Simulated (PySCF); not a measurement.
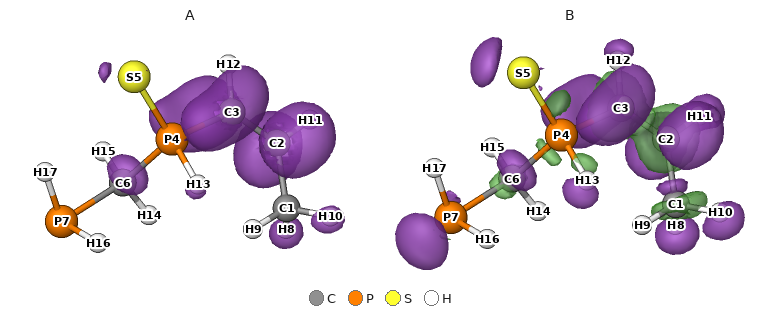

C₄H₁₀P₂S, SMILES `C/C=C\[PH](=S)CP`. The Fukui function f⁺ from two separate SCF calculations and the density of the LUMO, at ±0.02 e/Å³ (purple positive, green negative).

Level of theory: r2SCAN/def2-SVP (PySCF), at a geometry from GFN2-xTB. No frequency check shows the geometry to be a minimum. GFN2-xTB bond lengths at metals and heavier atoms can be off by up to 0.1 Å and shapes distorted, which carries into these values.

Question: Which panel is which, and how good is the frozen-orbital picture?

Answer: B is f⁺ (it has negative regions), A the LUMO density. The LUMO lies on C2 (32 %), C3 (24 %) and P4 (12 %); f⁺ (Hirshfeld-condensed) is largest on C2 (0.14), S5 (0.13) and P7 (0.13); the vertical electron affinity is −0.65 eV (the stability of the anion's solution wasn't checked; negative, but this basis has no diffuse functions, so it doesn't show that the anion is unbound). Relaxation shifts 38 % of the electron between atoms. The orbital energy is −1.70 eV.
